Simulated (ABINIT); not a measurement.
**BiOBr (P4/nmm): one start, several treatments of the self-energy**

How much does the gap of BiOBr (P4/nmm) depend on the approximation to the self-energy?

Program: ABINIT 10.8.3. Level of theory: PBEsol and many-body steps on it, plane waves. Results are calculated unless marked as measured.

The database entry behind the starting cell differs from later determinations by our own check (0.1 to 0.3 % short, probably kX units), so it need not match the best structure at ambient conditions.

## 1. Set-up

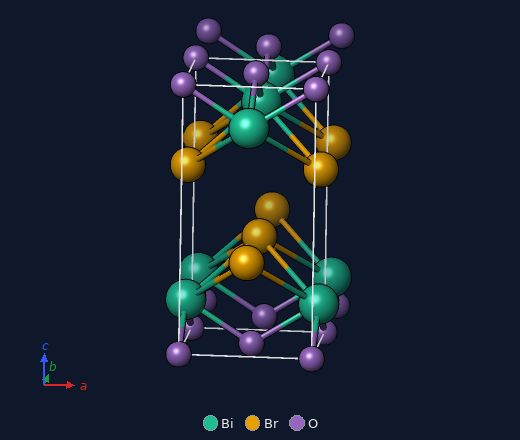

Start, viewed slightly off an axis; bismuth teal, bromine orange, oxygen purple. 1×2×1 cells are drawn. Some periodic images of atoms are drawn too.

Coordinates:

```cif
data_structure
_symmetry_space_group_name_H-M 'P4/nmm:1'
_symmetry_Int_Tables_number 129
_cell_length_a 3.9160
_cell_length_b 3.9160
_cell_length_c 8.0770
_cell_angle_alpha 90.000
_cell_angle_beta 90.000
_cell_angle_gamma 90.000
_cell_volume 123.86
loop_
_atom_site_label
_atom_site_type_symbol
_atom_site_symmetry_multiplicity
_atom_site_Wyckoff_symbol
_atom_site_fract_x
_atom_site_fract_y
_atom_site_fract_z
_atom_site_occupancy
Bi1 Bi 2 c 0.00000 0.50000 0.15400 1
Br1 Br 2 c 0.00000 0.50000 0.65300 1
O1 O 2 a 0.00000 0.00000 0.00000 1
```

The cell and positions come from the Crystallography Open Database and are kept as given unless a step says otherwise. Spin-orbit coupling is left out unless a step names it.

## 2. Empty states on the mesh, 4×4×2 mesh, 133 bands

This step: ABINIT 10.8.3; DFT, PBEsol, plane waves, norm-conserving pseudopotentials.

The sums over transitions need many empty states on a uniform mesh; this step solves for them.

Input file run.abi:

```
acell 3*1.0 Angstrom
rprim 
  3.916000000000 0.000000000000 0.000000000000
  0.000000000000 3.916000000000 0.000000000000
  0.000000000000 0.000000000000 8.077000000000
ntypat 3
znucl 83 35 8
natom 6
typat 1 1 2 2 3 3
xred 
  0.000000000000 0.500000000000 0.154000000000
  0.500000000000 0.000000000000 0.846000000000
  0.000000000000 0.500000000000 0.653000000000
  0.500000000000 0.000000000000 0.347000000000
  0.000000000000 0.000000000000 0.000000000000
  0.500000000000 0.500000000000 0.000000000000
pp_dirpath "pseudos"
pseudos "Bi.upf, Br.upf, O.upf"
ecut 36
ngkpt 4 4 2
nshiftk 1
shiftk 0 0 0
kptopt 1
chksymbreak 0
iscf -2
irdden 1
istwfk *1
nband 133
nbdbuf 12
tolwfr 1e-09
nstep 60
prtvol 0
indata_prefix "in"
outdata_prefix "out"
tmpdata_prefix "tmp"
```

Started as:

```sh
$ OMP_NUM_THREADS=1 mpirun -n 8 abinit run.abi > log
```

Numbers of over 12 decimals in the logs are rounded to 6 here.

Log:

```text
.Version 10.8.3 of ABINIT. v10.8.2 released Aug 2026.

 Symmetries : space group P4/n m m (#129); Bravais tP (primitive tetrag.)
[... echo of the input left out ...]
== DATASET  1 ==================================================================
-   mpi_nproc: 8, omp_nthreads: 1 (-1 if OMP is not activated)
-    --> not optimal distribution: autoparal keyword recommended in input file <--

--- !DatasetInfo
iteration_state: {dtset: 1, }
dimensions: {natom: 6, nkpt: 12, mband: 133, nsppol: 1, nspinor: 1, nspden: 1, mpw: 8680, }
cutoff_energies: {ecut:  36.0, pawecutdg:  -1.0, }
[...]
1.61055    1.62901    1.64579    1.67613    1.67613    1.68716    1.68984    1.68984
   1.69640    1.71086    1.71091    1.71091    1.71229    1.72660    1.75735    1.76125
   1.76126    1.80037    1.80378    1.81703    1.81948
 prteigrs : prtvol=0 or 1, do not print more k-points.

== END DATASET(S) ==============================================================
================================================================================

 -outvars: echo values of variables after computation  --------
            nband         133
             nkpt          12
          spgroup         129
 [... the other variables as echoed above ...]

 Calculation completed.
```

Run time: 89 s. Hardware: 8 MPI ranks of Arm Neoverse V2, shared host; peak memory 0.86 GiB; 12 min of CPU time.

This step gave:

- gap: 2.191 eV
- k of the valence top: 0.5, 0, 0.5
- k of the conduction bottom: 0, 0, 0.5
- least direct gap: 2.268 eV
- k points computed: 12
- lowest point of the top converged band, above the valence top: 42.57 eV

On this mesh the gap is 2.191 eV.

The density comes from a self-consistent run that is not shown.

## 3. Screening, 4×4×2 mesh, 121 bands, screening to 122.5 eV

The RPA dielectric matrix is built and inverted for each q.

This step: RPA screening on PBEsol, plane waves, norm-conserving pseudopotentials.

run.abi, as its differences from that of step 2:

```diff
@@ -24,10 +24,11 @@
 chksymbreak 0
-iscf -2
-irdden 1
 istwfk *1
-nband 133
-nbdbuf 12
-tolwfr 1e-09
-nstep 60
-prtvol 0
+occopt 1
+irdwfk 1
+optdriver 3
+nband 121
+ecuteps 4.5
+inclvkb 2
+awtr 1
+symchi 1
 indata_prefix "in"
```

Log:

```text
.Version 10.8.3 of ABINIT. v10.8.2 released Aug 2026.

 Symmetries : space group P4/n m m (#129); Bravais tP (primitive tetrag.)
[... echo of the input left out ...]
== DATASET  1 ==================================================================
-   mpi_nproc: 8, omp_nthreads: 1 (-1 if OMP is not activated)

--- !DatasetInfo
iteration_state: {dtset: 1, }
dimensions: {natom: 6, nkpt: 12, mband: 121, nsppol: 1, nspinor: 1, nspden: 1, mpw: 8680, }
cutoff_energies: {ecut:  36.0, pawecutdg:  -1.0, }
electrons: {nelect:   5.60000000E+01, charge:   0.00000000E+00, occopt:   1.00000000E+00, tsmear:   1.00000000E-02, }

 SCREENING: Calculation of the susceptibility and dielectric matrices

 Based on a program developped by R.W. Godby, V. Olevano, G. Onida, and L. Reining.
 Incorporated in ABINIT by V. Olevano, G.-M. Rignanese, and M. Torrent.
.Using double precision arithmetic ; gwpc =  8

[... cell and pseudopotentials left out ...]
--------------------------------------------------------------------------------

 ==== K-mesh for the wavefunctions ====
 Number of points in the irreducible wedge :    12
[... list of points left out ...]
 Together with 16 symmetry operations and time-reversal symmetry
 yields    32 points in the full Brillouin Zone.

 ==== Q-mesh for the screening function ====
 Number of points in the irreducible wedge :    12
[... list of points left out ...]
 Together with 16 symmetry operations and time-reversal symmetry
 yields    32 points in the full Brillouin Zone.

 setmesh: FFT mesh size selected  =    30x   30x   60
          total number of points  =        54000

 vcoul_init : cutoff-mode = AUXILIARY_FUNCTION
 q-points for optical limit:   1
     1)      0.000010    0.000020    0.000030

- screening: taking advantage of time-reversal symmetry
- Maximum band index for partially occupied states nbvw = 28
- Remaining bands to be divided among processors   nbcw = 93
- Number of bands treated by each node ~11

 Number of electrons calculated from density =   56.0000; Expected =   56.0000
 average of density, n =  0.066997
 r_s =    1.5274
 omega_plasma =   24.9680 [eV]

 calculating chi0 at frequencies [eV] :
  1    0.000000E+00    0.000000E+00
  2    0.000000E+00    2.496799E+01

--------------------------------------------------------------------------------
  q-point number  1        q = ( 0.000000, 0.000000, 0.000000) [r.l.u.]
--------------------------------------------------------------------------------
[... chi0 elements left out ...]
 For q-point:  0.000010 0.000020 0.000030
  dielectric constant =   6.8112
  dielectric constant without local fields =   7.8530

  Average fulfillment of the sum rule on Im[epsilon] for q-point    1 :     68.25  [%]
[... wings left out ...]
  q-point number  2        q = ( 0.250000, 0.000000, 0.000000) [r.l.u.]
--------------------------------------------------------------------------------
[... chi0 elements left out ...]
  Average fulfillment of the sum rule on Im[epsilon] for q-point    2 :     79.38  [%]

 [... 10 further q-points ...]
```

The job ended after 2.1 min (8 MPI ranks; peak memory 4.6 GiB; 17 min of CPU time).

Numbers from this step:

* ε∞ with local fields, on this mesh, along the program's q direction: 6.811
* the same without local fields: 7.853
* plasma frequency: 24.97 eV
* plane waves in the screening matrix: 379

Local fields lower ε∞ by 13 %. On a Γ-centred mesh this coarse the value itself is usually too large, while a short band sum pulls it down.

## 4. G0W0, Godby-Needs plasmon pole

The self-energy is evaluated for the states that the input lists, and the levels follow from it, in one-shot runs by the linearised quasiparticle equation.

This step: G0W0 on PBEsol, plane waves, norm-conserving pseudopotentials.

run.abi, as its differences from that of step 3:

```diff
@@ -27,8 +27,19 @@
 irdwfk 1
-optdriver 3
+optdriver 4
 nband 121
+gwcalctyp 0
+ecutsigx 36
+symsigma 1
+nkptgw 3
+kptgw 
+  0.5000000000 0.0000000000 0.5000000000
+  0.0000000000 0.0000000000 0.5000000000
+  0.0000000000 0.0000000000 0.0000000000
+bdgw 
+  27 30
+  26 30
+  26 30
 ecuteps 4.5
-inclvkb 2
-awtr 1
-symchi 1
+irdscr 1
+ppmodel 1
 indata_prefix "in"
```

Log:

```text
.Version 10.8.3 of ABINIT. v10.8.2 released Aug 2026.

 Symmetries : space group P4/n m m (#129); Bravais tP (primitive tetrag.)
[... echo of the input left out ...]
== DATASET  1 ==================================================================
-   mpi_nproc: 8, omp_nthreads: 1 (-1 if OMP is not activated)

--- !DatasetInfo
iteration_state: {dtset: 1, }
dimensions: {natom: 6, nkpt: 12, mband: 121, nsppol: 1, nspinor: 1, nspden: 1, mpw: 8680, }
cutoff_energies: {ecut:  36.0, pawecutdg:  -1.0, }
electrons: {nelect:   5.60000000E+01, charge:   0.00000000E+00, occopt:   1.00000000E+00, tsmear:   1.00000000E-02, }

 SIGMA: Calculation of the GW corrections

 Based on a program developped by R.W. Godby, V. Olevano, G. Onida, and L. Reining.
 Incorporated in ABINIT by V. Olevano, G.-M. Rignanese, and M. Torrent.
.Using double precision arithmetic ; gwpc =  8

[... cell and pseudopotentials left out ...]
--------------------------------------------------------------------------------

 ==== K-mesh for the wavefunctions ====
 Number of points in the irreducible wedge :    12
[... list of points left out ...]
 Together with 16 symmetry operations and time-reversal symmetry
 yields    32 points in the full Brillouin Zone.

 ==== Q-mesh for screening function ====
 Number of points in the irreducible wedge :    12
[... list of points left out ...]
 Together with 16 symmetry operations and time-reversal symmetry
 yields    32 points in the full Brillouin Zone.

 vcoul_init : cutoff-mode = AUXILIARY_FUNCTION
 q-points for optical limit:   1
     1)      0.000010    0.000020    0.000030
 setmesh: FFT mesh size selected  =    40x   40x   90
          total number of points  =       144000

 Number of electrons calculated from density =   56.0000; Expected =   56.0000
 average of density, n =  0.066997
 r_s =    1.5274
 omega_plasma =   24.9680 [eV]

 === KS Band Gaps ===
  >>>> For spin  1
   Minimum direct gap =   2.2674 [eV], located at k-point      :   0.0000  0.0000  0.5000
   Fundamental gap    =   2.1906 [eV], Top of valence bands at :   0.5000  0.0000  0.5000
                                       Bottom of conduction at :   0.0000  0.0000  0.5000
 SIGMA fundamental parameters:
 PLASMON POLE MODEL  1
 number of plane-waves for SigmaX                 8529
 number of plane-waves for SigmaC and W            379
 number of plane-waves for wavefunctions          8529
 number of bands                                   121
 number of independent spin polarizations            1
 number of spinorial components                      1
 number of k-points in IBZ                          12
 number of q-points in IBZ                          12
 number of symmetry operations                      16
 number of k-points in BZ                           32
 number of q-points in BZ                           32
 number of frequencies for dSigma/dE                 9
 frequency step for dSigma/dE [eV]                0.25
 number of omega for Sigma on real axis              0
 max omega for Sigma on real axis  [eV]           0.00
 zcut for avoiding poles [eV]                     0.10

 EPSILON^-1 parameters (SCR file):
 dimension of the eps^-1 matrix on file            379
 dimension of the eps^-1 matrix used               379
 number of plane-waves for wavefunctions          8529
 number of bands                                   121
 number of q-points in IBZ                          12
 number of frequencies                               2
 number of real frequencies                          1
 number of imag frequencies                          1

 matrix elements of self-energy operator (all in [eV])

 Perturbative Calculation

--- !SelfEnergy_ee
iteration_state: {dtset: 1, }
kpoint     : [   0.500,    0.000,    0.500, ]
spin       : 1
KS_gap     :    4.198
QP_gap     :    5.137
Delta_QP_KS:    0.939
data: !SigmaeeData |
     Band     E0 <VxcDFT>   SigX SigC(E0)      Z dSigC/dE  Sig(E)    E-E0       E
       27   3.563 -15.165 -18.376   2.904   0.791  -0.264 -15.408  -0.243   3.320
       28   3.563 -15.165 -18.376   2.904   0.791  -0.264 -15.408  -0.243   3.320
       29   7.761 -12.724  -9.106  -2.764   0.816  -0.226 -12.027   0.696   8.457
       30   7.761 -12.724  -9.106  -2.764   0.816  -0.226 -12.027   0.696   8.457

--- !SelfEnergy_ee
iteration_state: {dtset: 1, }
kpoint     : [   0.000,    0.000,    0.500, ]
spin       : 1
KS_gap     :    2.267
QP_gap     :    3.091
Delta_QP_KS:    0.823
data: !SigmaeeData |
     Band     E0 <VxcDFT>   SigX SigC(E0)      Z dSigC/dE  Sig(E)    E-E0       E
       26   3.178 -13.435 -16.879   2.914   0.795  -0.258 -13.856  -0.421   2.756
       27   3.178 -13.435 -16.879   2.914   0.795  -0.258 -13.856  -0.421   2.756
[...]
--- !SelfEnergy_ee
iteration_state: {dtset: 1, }
kpoint     : [   0.000,    0.000,    0.000, ]
spin       : 1
KS_gap     :    3.000
QP_gap     :    3.871
Delta_QP_KS:    0.871
data: !SigmaeeData |
     Band     E0 <VxcDFT>   SigX SigC(E0)      Z dSigC/dE  Sig(E)    E-E0       E
[...]
28   2.945 -12.783 -15.817   2.442   0.805  -0.243 -13.260  -0.477   2.469
       29   5.945 -12.119  -8.948  -2.693   0.826  -0.211 -11.724   0.394   6.340
       30   6.881 -12.123  -8.963  -2.591   0.821  -0.219 -11.656   0.467   7.348

== END DATASET(S) ==============================================================
================================================================================

 -outvars: echo values of variables after computation  --------
           etotal      0.0000000000E+00
            nband         121
             nkpt          12
          spgroup         129
 [... the other variables as echoed above ...]

 Calculation completed.
```

Run time: 25 s. Hardware: 8 MPI ranks; peak memory 3.1 GiB; 3.3 min of CPU time.

This step gave:

```yaml
g0w0_gap_on_the_points_computed: 2.779 eV
starting_gap_on_the_mesh: 2.191 eV
k_of_the_valence_top: 0.5, 0, 0.5
k_of_the_conduction_bottom: 0, 0, 0.5
z_at_the_valence_top: 0.791
z_at_the_conduction_bottom: 0.825
least_direct_g0w0_gap_on_the_computed_points: 3.090 eV
```

The gap on the mesh goes from 2.19 eV to 2.78 eV, a correction of +0.59 eV.

## 5. G0W0, Hybertsen-Louie plasmon pole

run.abi, as its differences from that of step 4:

```diff
@@ -43,3 +43,3 @@
 irdscr 1
-ppmodel 1
+ppmodel 2
 indata_prefix "in"
```

Log:

```text
.Version 10.8.3 of ABINIT. v10.8.2 released Aug 2026.

 Symmetries : space group P4/n m m (#129); Bravais tP (primitive tetrag.)
[... echo of the input left out ...]
== DATASET  1 ==================================================================
-   mpi_nproc: 8, omp_nthreads: 1 (-1 if OMP is not activated)

--- !DatasetInfo
iteration_state: {dtset: 1, }
dimensions: {natom: 6, nkpt: 12, mband: 121, nsppol: 1, nspinor: 1, nspden: 1, mpw: 8680, }
cutoff_energies: {ecut:  36.0, pawecutdg:  -1.0, }
electrons: {nelect:   5.60000000E+01, charge:   0.00000000E+00, occopt:   1.00000000E+00, tsmear:   1.00000000E-02, }

 SIGMA: Calculation of the GW corrections

 Based on a program developped by R.W. Godby, V. Olevano, G. Onida, and L. Reining.
 Incorporated in ABINIT by V. Olevano, G.-M. Rignanese, and M. Torrent.
.Using double precision arithmetic ; gwpc =  8

[... cell and pseudopotentials left out ...]
--------------------------------------------------------------------------------

 ==== K-mesh for the wavefunctions ====
 Number of points in the irreducible wedge :    12
[... list of points left out ...]
 Together with 16 symmetry operations and time-reversal symmetry
 yields    32 points in the full Brillouin Zone.

 ==== Q-mesh for screening function ====
 Number of points in the irreducible wedge :    12
[... list of points left out ...]
 Together with 16 symmetry operations and time-reversal symmetry
 yields    32 points in the full Brillouin Zone.

 vcoul_init : cutoff-mode = AUXILIARY_FUNCTION
 q-points for optical limit:   1
     1)      0.000010    0.000020    0.000030
 setmesh: FFT mesh size selected  =    40x   40x   90
          total number of points  =       144000

 Number of electrons calculated from density =   56.0000; Expected =   56.0000
[...]
number of plane-waves for wavefunctions          8529
 number of bands                                   121
 number of q-points in IBZ                          12
 number of frequencies                               2
 number of real frequencies                          1
 number of imag frequencies                          1

 matrix elements of self-energy operator (all in [eV])

 Perturbative Calculation

--- !SelfEnergy_ee
iteration_state: {dtset: 1, }
kpoint     : [   0.500,    0.000,    0.500, ]
spin       : 1
KS_gap     :    4.198
QP_gap     :    5.259
Delta_QP_KS:    1.061
data: !SigmaeeData |
     Band     E0 <VxcDFT>   SigX SigC(E0)      Z dSigC/dE  Sig(E)    E-E0       E
       27   3.563 -15.165 -18.376   2.667   0.840  -0.190 -15.622  -0.457   3.106
       28   3.563 -15.165 -18.376   2.667   0.840  -0.190 -15.622  -0.457   3.106
       29   7.761 -12.724  -9.106  -2.912   0.856  -0.169 -12.119   0.604   8.365
[...]
--- !SelfEnergy_ee
iteration_state: {dtset: 1, }
kpoint     : [   0.000,    0.000,    0.500, ]
spin       : 1
KS_gap     :    2.267
QP_gap     :    3.155
Delta_QP_KS:    0.888
data: !SigmaeeData |
     Band     E0 <VxcDFT>   SigX SigC(E0)      Z dSigC/dE  Sig(E)    E-E0       E
[...]
--- !SelfEnergy_ee
iteration_state: {dtset: 1, }
kpoint     : [   0.000,    0.000,    0.000, ]
spin       : 1
KS_gap     :    3.000
QP_gap     :    3.959
Delta_QP_KS:    0.958
data: !SigmaeeData |
     Band     E0 <VxcDFT>   SigX SigC(E0)      Z dSigC/dE  Sig(E)    E-E0       E
[...]
29   5.945 -12.119  -8.948  -2.857   0.861  -0.161 -11.849   0.270   6.215
       30   6.881 -12.123  -8.963  -2.704   0.859  -0.164 -11.731   0.391   7.273

== END DATASET(S) ==============================================================
================================================================================

 -outvars: echo values of variables after computation  --------
           etotal      0.0000000000E+00
            nband         121
             nkpt          12
          spgroup         129
 [... the other variables as echoed above ...]

 Calculation completed.
```

Wall time 24 s (8 MPI ranks); peak memory 2.9 GiB; 3.2 min of CPU time.

This step gave:

- G0W0 gap on the points computed: 2.845 eV
- starting gap on the mesh: 2.191 eV
- k of the valence top: 0.5, 0, 0.5
- k of the conduction bottom: 0, 0, 0.5
- Z at the valence top: 0.84
- Z at the conduction bottom: 0.862
- least direct G0W0 gap on the computed points: 3.155 eV

Against G0W0 in ABINIT (4×4×2 mesh, 121 bands, screening to 122.5 eV, Godby-Needs plasmon pole), the gap moves by +0.066 eV.

## 6. G0W0, von der Linden-Horsch plasmon pole

run.abi, as its differences from that of step 5:

```diff
@@ -43,3 +43,3 @@
 irdscr 1
-ppmodel 2
+ppmodel 3
 indata_prefix "in"
```

Log:

```text
.Version 10.8.3 of ABINIT. v10.8.2 released Aug 2026.

 Symmetries : space group P4/n m m (#129); Bravais tP (primitive tetrag.)
[... echo of the input left out ...]
== DATASET  1 ==================================================================
-   mpi_nproc: 8, omp_nthreads: 1 (-1 if OMP is not activated)

--- !DatasetInfo
iteration_state: {dtset: 1, }
dimensions: {natom: 6, nkpt: 12, mband: 121, nsppol: 1, nspinor: 1, nspden: 1, mpw: 8680, }
cutoff_energies: {ecut:  36.0, pawecutdg:  -1.0, }
[...]
Band     E0 <VxcDFT>   SigX SigC(E0)      Z dSigC/dE  Sig(E)    E-E0       E
[...]
29   5.945 -12.119  -8.948  -2.903   0.873  -0.146 -11.885   0.234   6.179
       30   6.881 -12.123  -8.963  -2.768   0.871  -0.148 -11.782   0.341   7.223

== END DATASET(S) ==============================================================
================================================================================

 -outvars: echo values of variables after computation  --------
           etotal      0.0000000000E+00
            nband         121
             nkpt          12
          spgroup         129
 [... the other variables as echoed above ...]

 Calculation completed.
```

Elapsed: 16 s, on 8 MPI ranks; peak memory 2.7 GiB.

This step gave:

```yaml
g0w0_gap_on_the_points_computed: 2.772 eV
starting_gap_on_the_mesh: 2.191 eV
k_of_the_valence_top: 0.5, 0, 0.5
k_of_the_conduction_bottom: 0, 0, 0.5
least_direct_g0w0_gap_on_the_computed_points: 3.154 eV
```

Against G0W0 in ABINIT (4×4×2 mesh, 121 bands, screening to 122.5 eV, Godby-Needs plasmon pole), the gap moves by −0.007 eV.

(Part 1 of 2 ends here.)

[Paths, hosts, dates, memory and timing lines, banners, echoed tables and standing remarks are left out of the program output.]

[Logs are printed without paths, hosts, clocks, repeated set-up lines and the standing remarks that a program may print on its own settings, such as how far it seeks lower states.]

[Runs of the session that timed out or met a known fault of the program may be left out.]

[Hosts, paths, dates, database ids (printed as entryN), source tags and the programs' standing remarks are cut or masked in the printed files.]

[G0W0 gaps are taken among the corrected bands and points alone; a level outside them can change the order at an edge.]

[Where Ansatz stands beside ABINIT at settings called matched, ABINIT's density can come from a denser mesh and the files from another edition; pairs whose starting gaps differed by over 0.03 eV were left out, so agreement reads better than it is.]
